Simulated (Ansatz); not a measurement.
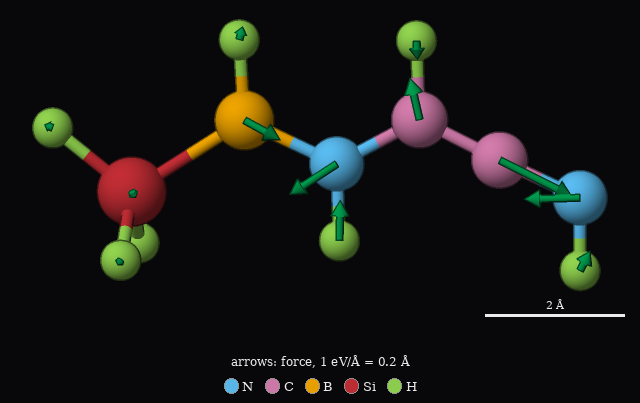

Starting geometry of C$_{2}$H$_{7}$BN$_{2}$Si (coarse preliminary run) with the computed forces as green arrows. Style: ball-and-stick. Shown face on.

The start comes from a force field.

Method: Ansatz 0.2.0, RKS PBE-D4/def2-SVP. Settings: force threshold 0.03 eV/Å; at most 200 steps.

**Is this structure relaxed? If not, where do the atoms go?**

It isn't relaxed: the largest force vector, on a C atom, is 5.94 eV/Å. The final displacements have little in common with the starting forces (cosine between the two patterns 0.11). The largest move after the best rigid fit is that of an H atom, 1.05 Å. By element the largest moves are H 1.05 Å, N 0.63 Å, B 0.30 Å, C 0.24 Å, Si 0.03 Å. Among the contacts that change: H–N 1.120 → 1.025 Å, B–N 1.486 → 1.407 Å, B–Si 1.956 → 2.017 Å, C–H 1.154 → 1.101 Å. Among the angles between lasting bonds that change: N–C–C 178.3° → 171.5°, H–Si–H 110.2° → 106.5°, Si–B–H 119.5° → 123.1°. Groups turn about B–Si by about 60°. The energy falls by 44.4 kcal/mol in 24 accepted moves (25 points after the start). Largest force component: 5.1 eV/Å at the start, 0.018 eV/Å at the end. The line search rejected the trial step at point 16 of the run.
